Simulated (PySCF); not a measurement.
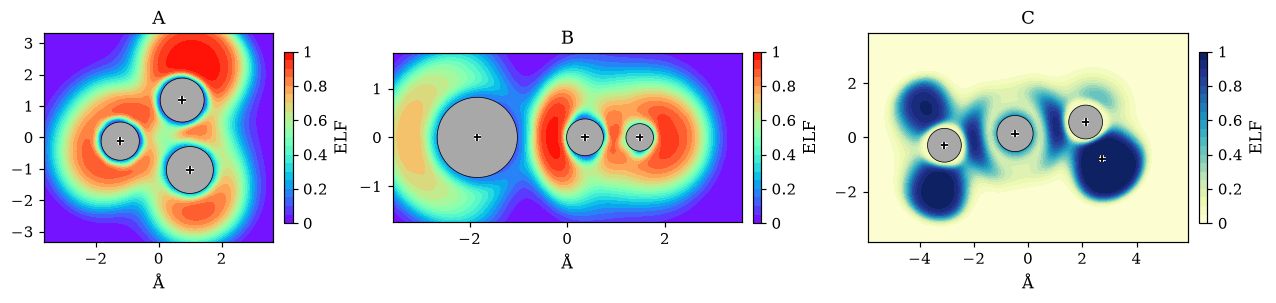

The ELF of 3 systems, each on a plane through atoms (crosses mark nuclei in the plane; grey discs cover the cores).

These are results of Gaussian-basis quantum chemistry of an isolated molecule with PySCF, energy and nuclear gradient, functional PBE0 (PySCF 2.14.0), not measurements.

System 1: H$_{6}$InSi$_{2}$ (charge +1), the plane of atoms In1, Si2 and H4. Geometry: B3LYP-D3(BJ)/def2-SVP; core potentials replace the inner electrons of In.

```xyz
9

In   -1.5075    0.4091    0.6036
Si   -3.2849   -1.2129   -0.4800
Si    0.2714    2.0336    1.6810
H    -3.3401   -0.8262   -1.9124
H    -2.7505   -2.5802   -0.2589
H    -4.5499   -0.9488    0.2509
H     0.2439    3.2544    0.8366
H    -0.2025    2.2658    3.0687
H     1.5598    1.2990    1.6131
```

System 2: AsHPSi (charge −1), the plane of atoms As1, P2 and Si3. Geometry: B3LYP-D3(BJ)/def2-SVPD.

```tsv
atom	x (Å)	y (Å)	z (Å)
As	-1.9216	0.4859	-2.2210
P	-0.0145	-0.9679	-2.2635
Si	-2.2150	-1.6884	-1.7792
H	0.4676	-0.8182	-0.9059
```

System 3: CGeO (SMILES [O][C]#[Ge+]) (charge +1, doublet), a plane that holds the molecular axis. Geometry: B3LYP-D3(BJ)/6-311G**.

```xyz
3

C    -1.4658   -0.8841   -0.3284
Ge   -1.9286   -0.5874   -2.4640
O    -1.2285   -1.0365    0.7562
```

Question: Which map belongs to which system?

Answer: Panel A is system 2, AsHPSi: the plane holds As, P and Si. Si–As (2.24 Å): the ELF peaks at about 0.80 between the atoms: localised, covalent bonding. Panel B is system 3, CGeO: the plane holds C, Ge and O. C–O (1.12 Å): the ELF peaks at about 0.85 between the atoms; a short, multiple covalent bond. Panel C is system 1, H$_{6}$InSi$_{2}$: the plane holds In, Si and H. In–Si (2.64 Å): the ELF peaks at about 0.90 between the atoms: a covalent bond.
